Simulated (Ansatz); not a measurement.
Amorphous Ge12Sb12Te30C6

Preparation: random packing, a CHGNet melt and quench, and a DFT relaxation. The hot cell started wider than the set density and was brought back towards it in steps. It is the lowest in DFT energy of 3 quenches. It is a model cell: composition and starting density were chosen by hand, and all elements were melted together. The geometry includes D3(BJ) dispersion.

Computed with PBE-D3(BJ), scalar-relativistic without spin-orbit coupling, PAW (Ansatz default set, large-core Te) (plane waves to 420 eV; Ansatz, a first-principles code). Geometry, pressure, stress and energy are those of the PBE run. Its sampling: a 2×2×2 Γ-centred mesh; Fermi-Dirac width 0.05 eV; no spin polarisation. The levels at the Fermi energy are partly filled. A closed spacing in one fast-quenched cell at PBE doesn't show the material to be a metal.

The number of atoms in the cell is 60 and the density (volume relaxed, with D3(BJ)) comes out as 6.07 g/cm^3. The volume per atom is 28.40 Å^3 and the pressure on a 2×2×2 Γ-centred mesh is 0.08 GPa. The largest force and stress component on that mesh (the relaxation ran on one k-point at (1/4, 1/4, 1/4)) comes out as 0.19 eV/Å and 0.3 GPa. The gap on a 2×2×2 Γ-centred mesh (PBE) is within the smearing (under twice its width).

Neighbours within Ge-Ge 2.85 Å, Ge-Sb 3.11 Å, Ge-Te 3.18 Å, Ge-C 2.30 Å, Sb-Sb 3.34 Å, Sb-Te 3.42 Å, Sb-C 2.50 Å, Te-Te 3.31 Å, Te-C 2.57 Å, C-C 1.58 Å count as bonded.

```yaml
Mean coordination of Ge: 4.25 (3 with 3, 4 with 4, 4 with 5, 1 with 6)
Mean coordination of Sb: 4.75 (1 with 3, 3 with 4, 6 with 5, 2 with 6)
Mean coordination of Te: 3.17 (2 with 2, 21 with 3, 7 with 4)
Mean coordination of C: 3.50 (3 with 3, 3 with 4)
Mean Sb-Te bond: 3.067 Å (spread 0.179 Å, 48 counted)
Mean Ge-Te bond: 2.796 Å (spread 0.131 Å, 31 counted)
```

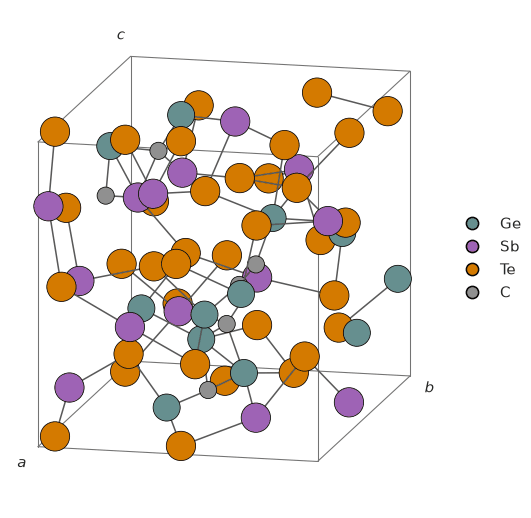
*The relaxed cell*

Its density started from a set value of 5.72 g/cm³. The simulated quench (nominally 150 K/ps over its main leg) is rapid and tends to freeze in more defects than a deposited or slowly cooled glass has. Values belong to this one cell and scatter from quench to quench. Volume and shape were free in the relaxation. On a 2×2×2 Γ-centred mesh force components of up to 0.19 eV/Å stay, since the relaxation ran on one k-point at (1/4, 1/4, 1/4).
